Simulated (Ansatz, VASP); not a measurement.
# Cross-check of MgS (Niningerite) between VASP and Ansatz, part 2 of 2

Aim: how closely do two programs agree when they are given the same cell, functional and k mesh? The cell is taken from a series of VASP runs on this material, whose earlier steps may have relaxed, scaled or displaced it; both programs get it as it stands. Valence electrons are named where the data sets of a main pair hold unlike numbers.

VASP 6.6.1 and Ansatz 0.2.0.

So far: The structure; VASP: band structure, r2SCAN-EpsX with an exact-exchange share of 0.181.

## Step 3: Ansatz: band structure, r2SCAN-EpsX with an exact-exchange share of 0.181

Level of this step: Ansatz beside VASP: Kohn-Sham DFT, plane waves, r2SCAN-EpsX (Ansatz).

Ansatz runs on its default PAW (the set named soft_2) files.

The same cell, functional, mesh and smearing now go to Ansatz, which takes its cutoff from its data sets.

input.yaml reads:

```yaml
crystal:
  lattice:
    - [0.0, 2.60165, 2.60165]
    - [2.60165, 0.0, 2.60165]
    - [2.60165, 2.60165, 0.0]
  atoms:
    - { symbol: S, position: [0.5, 0.5, 0.5] }
    - { symbol: Mg, position: [0.0, 0.0, 0.0] }
hamiltonian:
  xc: { exchange: r2scan, correlation: r2scan, exx: { coeff: 0.181 } }
  pseudopotentials: { kind: paw }
kpoints:
  mp_grid: { grid: [5, 5, 5] }
  band_path:
    path:
      - [0.0, 0.0, 0.0]
      - [0.5, 0.0, 0.5]
      - [0.5, 0.22222, 0.72222]
      - [0.40278, 0.34722, 0.75]
      - [0.125, 0.125, 0.25]
      - [0.27778, 0.27778, 0.27778]
      - [0.55556, 0.38889, 0.55556]
      - [0.58333, 0.25, 0.66667]
      - [0.5, 0.30556, 0.69444]
      - [0.48611, 0.48611, 0.52778]
      - [0.625, 0.25, 0.625]
      - [0.5, 0.0, 0.5]
    npoints: 1
scf:
  occupations: { method: gaussian, width: 0.03 }
  n_extra_bands: 7
output:
  forces: true
  stress: true
  eigenvalues: true
  write_density: true
  write_potential: true
  elf: true
  volumetric_format: npy
```

Command:

```sh
ansatz run input.yaml --threads 4 --pin off --max-ram 9216MiB --backend cpu --events-out ev --progress --plain --runs-dir out
```

Numbers of over 12 decimals in the logs are rounded to 6 here.

What it wrote:

```text
Warning: output.stress: scf.convergence.dr2_threshold = 1e-7 eV (the SCF's general default) is looser than the 2e-10 eV advised for a printed stress (1e-10 eV for each atom of the cell: 2). What an SCF threshold leaves in a stress goes as its square root, and in the free energy as the threshold itself, and one threshold admits the most on a small cell: [figures from the program's tests cut] Set scf.convergence.dr2_threshold to 2e-10 eV or tighter. The threshold is an SCF's pass mark: one that does not reach it within its budget of iterations ends unconverged, or closes short of it on a stop that the run arms, and scf.convergence.dr2_threshold's page says what that costs each kind of run
Warning: output.stress: scf.exx.energy_threshold = 1e-6 eV is looser than the 2e-8 eV advised for a stress under a hybrid functional (1e-8 eV for each atom of the cell: 2). Every SCF of the exchange loop can meet its threshold on dr2 while the loop round them stops early: no threshold on dr2 bounds what that leaves in the stress. Set scf.exx.energy_threshold to 2e-8 eV or tighter. The threshold is the loop's pass mark: a loop that does not reach it within its budget of cycles ends unconverged, and scf.exx.energy_threshold's page has the law
scf.n_extra_bands = 7 over 8 filled bands (N_el = 16.0): the run solves 15 bands
Engine: ansatz 0.2.0, aarch64-unknown-linux-gnu
Pseudopotentials: kind: paw
Pseudopotential: S, paw, valence charge 6, recommended cutoff 500 eV (meta_gga), S.paw.azcp
Pseudopotential: Mg, paw, valence charge 10, recommended cutoff 500 eV (meta_gga), Mg.paw.azcp
Functional definition: unnamed
  parameter a_1 = 0.181
  exchange = (1 - a_1)*r2scan_x + a_1*exact_x
  correlation = r2scan_c
Crystal: 2 atoms, lattice volume = 35.219 Å³
Basis set: ecut = 500 eV, 893 PW (Γ), exchange–correlation on 108×108×108 points (64 copies of the dense FFT grid, shifted against one another)
Bands: 15, of which v1, the nominal top of the filled ones, is band 8 counted from 1 (7 counted from 0)
Symmetry: 48 space group operations
Space group: Fm-3m (ITA 225), of the structure as read, at distance tolerance 3.3e-5 Å
k-points: 10 of 125
Non-local potential: S, projectors of the file, l = 0: 2, l = 1: 2, l = 2: 2
Non-local potential: Mg, projectors of the file, l = 0: 3, l = 1: 2, l = 2: 1
PAW form: soft (Blöchl's): semilocal exchange-correlation on the pseudo side does not see the compensation charge
PAW frozen core: S, regenerated for the run's functional, and the local potential with it (the file was generated under x = pbe(κ = 0.804, μ = 0.219515), c = pbe(β = 0.066725))
PAW frozen core: Mg, regenerated for the run's functional, and the local potential with it (the file was generated under x = pbe(κ = 0.804, μ = 0.219515), c = pbe(β = 0.066725))
PAW one-centre angular grid: S, 302 points (default); XC on 160 Gauss nodes
PAW one-centre angular grid: Mg, 302 points (default); XC on 224 Gauss nodes
Initial density: superposition of atomic densities (neutral atoms: chi_scale 0, normalization atom), corrected by the library's trained network
Initial wavefunctions: pseudopotential atomic-orbital guess
Functional: x = r2scan, c = r2scan; τ floored in thin density (d = 2e-4 eV/Å³), warm-up for x = 0.819 r2scan + 0.181 exact, c = r2scan; τ floored in thin density (d = 2e-4 eV/Å³)
SCF iter   1: F=—  HF=-2835.518918 eV  |F-HF|=—  |Δ(HF+E_count)|=         —  Δρ=6.88e-3  dr2=6.54e-3  dr2_τ=7.47e-3  ethr=1.77e-3  ⟨swp⟩=8.7  Hψ=774  notcnv=0
preconditioner: auto → none  [insulator: Δε(μ)=3.810 eV  Ē_g=15.241 eV  σ=0.030 eV  W_gap=1.00  n_scr=8 (ndim 8)  ℏωp=17.7 eV  f_vac=0.000  D(μ)=0.00/eV (n_scr^D=0)]
SCF iter   2: F=—  HF=-2835.566153 eV  |F-HF|=—  |Δ(HF+E_count)|=   4.72e-2  Δρ=3.06e-3  dr2=2.34e-3  dr2_τ=4.74e-5  ethr=4.09e-5  ⟨swp⟩=4.1  Hψ=448  notcnv=0  defer=2
SCF iter   3: F=-2835.566256 eV  HF=-2835.566462 eV  |F-HF|=2.05e-4  |Δ(HF+E_count)|=   3.08e-4  Δρ=9.08e-4  dr2=3.12e-4  dr2_τ=2.83e-5  ethr=1.46e-5  ⟨swp⟩=3.1  Hψ=334  notcnv=0  defer=1
SCF 1 stopped early in 3 iterations: F = -2835.566256 eV  dr2 = 3.12e-4
  greatest PAW one-centre occupation: 1.000 electrons in one spin orbital (limit 2), on the Mg atom at site 1 (counted from 0), in its partial waves of l = 0
Initial density: handed on by an earlier stage of this run
Initial wavefunctions: those handed on with the density
Functional: x = 0.819 r2scan + 0.181 exact, c = r2scan; τ floored in thin density (d = 2e-4 eV/Å³)
Frozen-core exchange: fock
SCF iter   1: F=—  HF=-2835.311227 eV  |F-HF|=—  |Δ(HF+E_count)|=         —  Δρ=1.71e-3  dr2=7.78e-4  dr2_τ=1.37e-4  ethr=1.95e-5  ⟨swp⟩=5.0  Hψ=590  notcnv=0
preconditioner: auto → none  [insulator: Δε(μ)=4.947 eV  Ē_g=16.782 eV  σ=0.030 eV  W_gap=1.00  n_scr=8 (ndim 8)  ℏωp=17.7 eV  f_vac=0.000  D(μ)=0.00/eV (n_scr^D=0)]
iter 2 solved again at ethr=2.93e-7 eV; its pass at ethr=4.42e-6 eV (dr2=4.69e-5 eV) is discarded
SCF iter   2: F=—  HF=-2835.310937 eV  |F-HF|=—  |Δ(HF+E_count)|=   2.90e-4  Δρ=3.38e-4  dr2=7.74e-5  dr2_τ=3.53e-6  ethr=2.93e-7  ⟨swp⟩=2.0  Hψ=478  notcnv=0
SCF iter   3: F=—  HF=-2835.311324 eV  |F-HF|=—  |Δ(HF+E_count)|=   3.87e-4  Δρ=2.07e-4  dr2=2.19e-5  dr2_τ=7.52e-7  ethr=2.93e-7  ⟨swp⟩=3.0  Hψ=279  notcnv=0
SCF iter   4: F=—  HF=-2835.311318 eV  |F-HF|=—  |Δ(HF+E_count)|=   5.76e-6  Δρ=8.07e-5  dr2=3.82e-6  dr2_τ=1.93e-7  ethr=1.33e-7  ⟨swp⟩=3.0  Hψ=266  notcnv=0
SCF iter   5: F=—  HF=-2835.311317 eV  |F-HF|=—  |Δ(HF+E_count)|=   8.48e-7  Δρ=1.75e-5  dr2=7.83e-7  dr2_τ=6.96e-9  ethr=2.02e-8  ⟨swp⟩=3.1  Hψ=292  notcnv=0
SCF iter   6: F=—  HF=-2835.311322 eV  |F-HF|=—  |Δ(HF+E_count)|=   4.58e-6  Δρ=2.82e-5  dr2=4.68e-7  dr2_τ=2.48e-8  ethr=5.88e-10  ⟨swp⟩=4.1  Hψ=455  notcnv=0
SCF iter   7: F=-2835.311322 eV  HF=-2835.311322 eV  |F-HF|=2.77e-9  |Δ(HF+E_count)|=   1.69e-7  Δρ=2.78e-6  dr2=2.88e-8  dr2_τ=4.88e-11  ethr=5.88e-10  ⟨swp⟩=3.0  Hψ=272  notcnv=0
SCF 2 converged in 7 iterations: F = -2835.311322 eV  dr2 = 2.88e-8
hybrid outer 1: dexx = +3.459e-4 eV, tail = 5.03e-6 eV
Frozen-core exchange: fock
SCF iter   1: F=—  HF=-2835.311325 eV  |F-HF|=—  |Δ(HF+E_count)|=         —  Δρ=1.95e-5  dr2=9.41e-8  dr2_τ=2.41e-9  ethr=1.57e-7  ⟨swp⟩=2.8  Hψ=308  notcnv=0
preconditioner: auto → none  [insulator: Δε(μ)=4.978 eV  Ē_g=16.794 eV  σ=0.030 eV  W_gap=1.00  n_scr=8 (ndim 8)  ℏωp=17.7 eV  f_vac=0.000  D(μ)=0.00/eV (n_scr^D=0)]
SCF iter   2: F=—  HF=-2835.311325 eV  |F-HF|=—  |Δ(HF+E_count)|=   4.99e-8  Δρ=7.15e-6  dr2=2.71e-8  dr2_τ=1.03e-9  ethr=5.65e-10  ⟨swp⟩=3.6  Hψ=307  notcnv=0
SCF iter   3: F=-2835.311325 eV  HF=-2835.311325 eV  |F-HF|=3.59e-9  |Δ(HF+E_count)|=   4.29e-9  Δρ=3.31e-6  dr2=8.07e-9  dr2_τ=1.59e-10  ethr=1.47e-10  ⟨swp⟩=3.0  Hψ=269  notcnv=0
SCF 3 converged in 3 iterations: F = -2835.311325 eV  dr2 = 8.07e-9
  Residual-converged pass: ⟨swp⟩=3.0  Hψ=277  notcnv=0  max |occ|·‖R‖ = 2.4e-6 eV (tolerance 2.4e-6 eV)  dr2=8.08e-9  dr2_τ=1.62e-10  dr2_onsite=1.52e-10  max |Δocc| = 0.0e0
hybrid outer 2: dexx = +1.047e-8 eV, tail = 1.70e-8 eV, Δε = 1.24e-3 eV (about 1.97e-4 eV left of the loop's levels)
NSCF: frozen V_eff on 12 k-points
hybrid SCF converged: 2 outer / 10 inner (+3 warm-up), last move |dexx| = 1.05e-8 eV, tail = 1.70e-8 eV
Stability not checked: this state was not tested for a lower state beside it, because the functional holds exact exchange (a hybrid, or Hartree-Fock), whose exchange loop this test does not read (fock_operator; see scf.lower_state_search)
Free energy (F): -2835.311325 eV
Frozen-core exchange: fock
Harris-Foulkes:  -2835.311325 eV  (|F-HF|=3.59e-9)
Internal energy: -2835.311325 eV  (E = F + TS)
E sigma→0 (E₀):  -2835.311325 eV
Fermi energy:    7.979589 eV
--- Per-component energies (eV) ---
  E_band       = -380.660389
  E_kinetic    = 185.019270
  E_local      = -1666.911061  (includes V_loc(G=0)·N_el)
  E_nonlocal   = 123.085489
  E_hartree    = 594.055351
  E_xc         = -101.083468
  E_vxc        = -112.819662  (∫ρ·V_xc dr)
  E_exx        = -50.513031  (= α·E_x^exact, valence–valence)
  E_paw        = -875.031112  (= ΣΔE_a)
  E_vpaw       = -1.203501  (= ΣTr[D̂ρ^β])
  E_aug_tail   = -0.000001  (compensation charges beyond the density's cutoff)
  E_vtau       = 5.085350  (kinetic-family band-sum trace: ∫τ·v_τ [+ j·A + Jᵃ·Aᵃ] dr)
  E_ewald      = -1043.740020
  E_core_change = -0.192741  (= ΣΔE_core)
  E_smearing   = -0.000000  (= −TS)
  E_closure    = -0.000000  (closes the sum)
  Σ components = -2835.311325   (vs F -2835.311325, Δ=4.55e-13)
--- Forces (eV/Å), atoms counted from 1 ---
  atom   1  S      0.00000000    -0.00000000    -0.00000000
  atom   2  Mg     0.00000000    -0.00000000     0.00000000
  max |Σ_I F_I| component: 5.41e-30 eV/Å
--- Stress (GPa, compression-positive) ---
       -0.523246      -0.000000       0.000000
       -0.000000      -0.523246      -0.000000
        0.000000      -0.000000      -0.523246
  P = ⅓ Tr σ = -0.5232 GPa (-5.232 kbar)
--- Band table (eV; the first three rows and the last of 10) ---
  k-point 0: bands = [... 4 lower, -8.5207, 5.4911, 5.4911, 5.4911, 11.1846, 15.2050, 15.2050, 15.2050, ... 3 higher]
  k-point 1: bands = [... 4 lower, -8.1125, 3.2813, 5.2371, 5.2371, 12.3343, 15.2452, 15.4246, 15.4246, ... 3 higher]
  k-point 2: bands = [... 4 lower, -7.2736, 0.6931, 4.8852, 4.8852, 11.8788, 14.3795, 14.3795, 17.8919, ... 3 higher]
  k-point 9: bands = [... 4 lower, -6.7831, 1.4655, 2.5647, 3.6109, 12.4898, 14.2716, 14.9269, 17.4539, ... 3 higher]
```

Elapsed: 13 s, on 4 threads of Arm Neoverse V2, shared host; peak memory 0.72 GiB.

In the SCF lines HF is the Harris–Foulkes energy and dr2 the Hartree energy of the density residual, in eV; the loop may stop once dr2 is under the threshold and the program's other checks hold. Hψ counts applications of the Hamiltonian.

## Step 4: Comparison

Known differences besides the potentials themselves: exact exchange at q = 0 is treated differently, which shows on coarse meshes; VASP keeps PBE cores, Ansatz makes them for the functional; the data sets hold 16 valence electrons in Ansatz (on its default PAW (the set named soft_2) files) and 8 in VASP; the cutoff is 500 eV in Ansatz and 350 eV in VASP; VASP takes a coarser grid for exact exchange (PRECFOCK = Fast). Total energies have different zeros and are not compared.

The two programs side by side:

```
                     quantity  Ansatz   VASP  difference
gap over the path points (eV)   4.545  4.498      +0.047
```

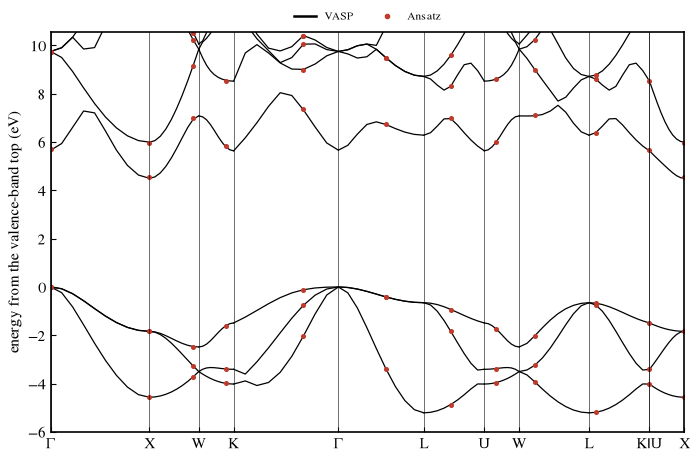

Bands from VASP (lines) and levels from Ansatz (dots). Dots without a line are higher empty bands that the VASP plot leaves out.

Levels at points of the path, from each program's valence-band top (eV; 3 filled, then empty):

```csv
k (reciprocal lattice),Ansatz,VASP
0.000 0.000 0.000,0.00 0.00 0.00 5.69 9.71 9.71,0.00 0.00 0.00 5.66 9.75 9.75
0.500 0.000 0.500,-4.57 -1.84 -1.84 4.54 5.98 14.48,-4.57 -1.84 -1.84 4.50 5.99 14.47
0.500 0.222 0.722,-3.72 -3.28 -2.47 6.98 9.15 10.24,-3.72 -3.27 -2.47 6.95 9.18 10.22
0.403 0.347 0.750,-3.99 -3.40 -1.60 5.83 8.55 11.52,-3.99 -3.40 -1.60 5.80 8.56 11.52
0.125 0.125 0.250,-2.03 -0.76 -0.12 7.35 8.98 10.04,-2.03 -0.76 -0.12 7.33 9.01 10.05
0.278 0.278 0.278,-3.39 -0.42 -0.42 6.73 9.49 9.49,-3.39 -0.41 -0.41 6.73 9.49 9.49
0.556 0.389 0.556,-4.87 -1.84 -0.94 6.98 8.31 9.60,-4.87 -1.83 -0.93 6.97 8.31 9.59
0.583 0.250 0.667,-3.96 -3.38 -1.73 6.02 8.59 11.28,-3.96 -3.38 -1.73 5.99 8.61 11.28
0.500 0.306 0.694,-3.93 -3.25 -2.03 7.12 9.00 10.21,-3.93 -3.25 -2.03 7.09 9.01 10.24
0.486 0.486 0.528,-5.19 -0.75 -0.68 6.39 8.62 8.78,-5.19 -0.75 -0.67 6.39 8.61 8.78
```

Among the levels compared at these points, filled levels agree within 8 meV and empty ones within 47 meV.

## Step 5: Summary of results

```yaml
largest_difference_of_a_filled_level_at_the_path_points_band_structure_r2scan_epsx_with_an_exact_exchange_share_of_0p181: 8 meV
difference_in_gap_over_the_path_points_band_structure_r2scan_epsx_with_an_exact_exchange_share_of_0p181: 0.047 eV
```

**Reading.** The difference in gap over the path points is 0.047 eV (band structure, r2SCAN-EpsX with an exact-exchange share of 0.181), within the 0.08 eV picked in this series as the mark of a large difference. The data sets hold unlike numbers of valence electrons (16 in Ansatz and 8 in VASP), so part of the differences comes from the potentials. How closely two codes agree says nothing of how well the functional describes the real material.

[Lines on the potential files, build, host, timing and source positions are cut from VASP's logs without a mark.]

[Logs are printed without paths, hosts, clocks, repeated set-up lines and the standing remarks that a program may print on its own settings, such as how far it seeks lower states.]

[Hosts, paths, dates, database ids (printed as entryN), source tags and the programs' standing remarks are cut or masked in the printed files.]
